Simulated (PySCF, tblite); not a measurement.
**C4H7NO2Si: geometry, infrared bands and NMR shifts**

Wanted: the infrared bands and NMR shifts of C4H7NO2Si (`C=C1C=N[Si@@H](OC)O1`), by calculation.

Programs: tblite 0.8.0 and PySCF 2.14.0, with density-fitted response routines of our own. Each step states its level of theory. These are calculated values for one molecule in the gas phase, unless marked as measured. Atoms are numbered from 0 throughout.

## Step 1: The starting structure

15 atoms, charge 0, multiplicity 1; geometry from: force field or distance geometry start.

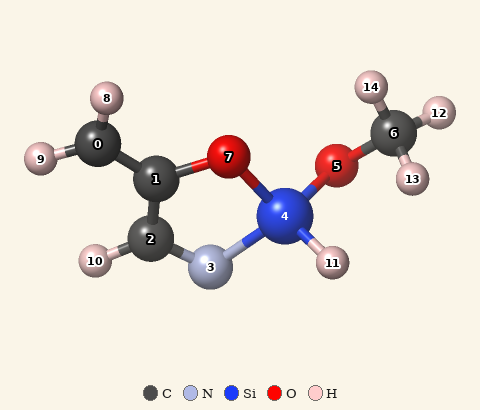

The starting geometry (carbon dark grey, nitrogen light blue, silicon blue, oxygen red, hydrogen pink), atoms numbered.

## Step 2: Geometry optimisation with GFN2-xTB

What the job is given:

```
{"job": {"kind": "relax", "xc": "GFN2-xTB", "basis": "xTB"}, "charge": 0, "multiplicity": 1}
C     -2.792400    -0.732300     0.300400
C     -1.582100    -0.503600    -0.232600
C     -1.361200     0.017000    -1.524400
N     -0.165400     0.189800    -1.913200
Si     0.863300    -0.357200    -0.546200
O      1.772600     0.929700     0.146100
C      2.553200     0.294200     1.139400
O     -0.435500    -0.788100     0.508000
H     -2.880600    -1.136700     1.301100
H     -3.710100    -0.518500    -0.236400
H     -2.212100     0.286700    -2.208500
H      1.714300    -1.504100    -0.881300
H      3.374600     0.937300     1.463000
H      2.925100    -0.643200     0.656500
H      1.931800     0.031400     2.006200
```

Run with:

```console
$ OMP_NUM_THREADS=1 python probes_run.py task.json out
```

This one command runs all jobs of the session in turn.

**Question.** This job is followed by: GFN2-xTB harmonic vibrations, gas phase; GIAO PBE0/pcSseg-1 NMR shielding, non-relativistic, gas phase. What will the session give for the following? strongest single infrared mode (GFN2-xTB); zero-point energy (GFN2-xTB); 13C shifts against TMS (PBE0/pcSseg-1); 1H shifts against TMS (PBE0/pcSseg-1, means over atoms taken as alike); 15N shifts against NH3 (PBE0/pcSseg-1); 29Si shifts against TMS (PBE0/pcSseg-1); 17O shifts against H2O (PBE0/pcSseg-1).

As calculated:

```
                                                              quantity                             value
                             strongest single infrared mode (GFN2-xTB)             1176 cm⁻¹, 328 km/mol
                                          zero-point energy (GFN2-xTB)                     67.1 kcal/mol
                                13C shifts against TMS (PBE0/pcSseg-1)     180.1, 164.3, 101.7, 51.7 ppm
1H shifts against TMS (PBE0/pcSseg-1, means over atoms taken as alike)  8.53, 5.25, 5.14, 4.83, 4.10 ppm
                                15N shifts against NH3 (PBE0/pcSseg-1)                         381.4 ppm
                               29Si shifts against TMS (PBE0/pcSseg-1)                         -12.8 ppm
                                17O shifts against H2O (PBE0/pcSseg-1)                   145.4, 35.4 ppm
```

What this shows: The optimisation took 145 steps and gained 0.809 eV; among the close pairs (by a distance rule), Si4–O5 changed most, from 1.721 to 1.609 Å. All 39 modes are real, so the xTB geometry is a minimum. The strongest single mode, at 1176 cm⁻¹, moves mainly O5 and C6. Unscaled tight-binding wavenumbers are off by several per cent, some by more. Its intensities can rank the bands wrongly. At PBE0/pcSseg-1: Shielding is most anisotropic at N3 (span 681 ppm, paramagnetic term -446 ppm).
